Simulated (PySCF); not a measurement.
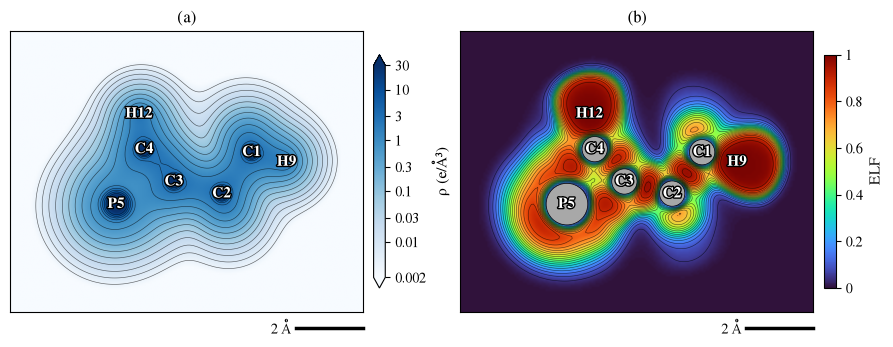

Figure 1: C5H9P (SMILES CCC1=CP1C). (a) electron density; (b) electron localisation function on the plane of atoms C4, C3 and P5. Grey discs cover the atomic cores in the ELF map.

Geometry: GFN2-xTB.

Method: PySCF, CAM-B3LYP/def2-SVPD, SCF density, gas phase.

```xyz
15

C    -2.3708    0.0020   -0.1056
C    -1.1366    0.7191   -0.6461
C     0.0113   -0.1923   -0.7684
C     0.4720   -1.4045   -0.5855
P     1.7609   -0.3272   -1.3266
C     2.6706    0.2690    0.2021
H    -2.1678   -0.4120    0.8793
H    -2.6530   -0.8120   -0.7688
H    -3.2059    0.6940   -0.0261
H    -0.8607    1.5461    0.0161
H    -1.3478    1.1512   -1.6292
H     0.2362   -2.3912   -0.2557
H     3.5644   -0.3367    0.3470
H     2.9839    1.3018    0.0544
H     2.0389    0.2007    1.0855
```

> Read the bonding off the picture.

The plane passes through C, P and H nuclei.
C–C (1.31 Å): ρ at the midpoint is about 2.3 e/Å³; the ELF peaks at about 0.85 between the atoms; a short, multiple covalent bond.
C–P (1.84 Å): ρ is about 1 e/Å³ halfway, with its minimum of 0.9 e/Å³ about 1.1 Å from C; the ELF peaks at about 0.80 between the atoms (a shared electron pair).
C–H (1.07 Å): ρ is about 2 e/Å³ halfway; the ELF climbs to about 1 towards the hydrogen, as it does in any bond to H; an ordinary covalent bond to hydrogen.
C–C (1.47 Å): ρ is about 1.8 e/Å³ halfway; the ELF peaks at about 0.95 between the atoms (a shared electron pair).
The ELF also peaks beside P5, away from the bonds: lone-pair regions.
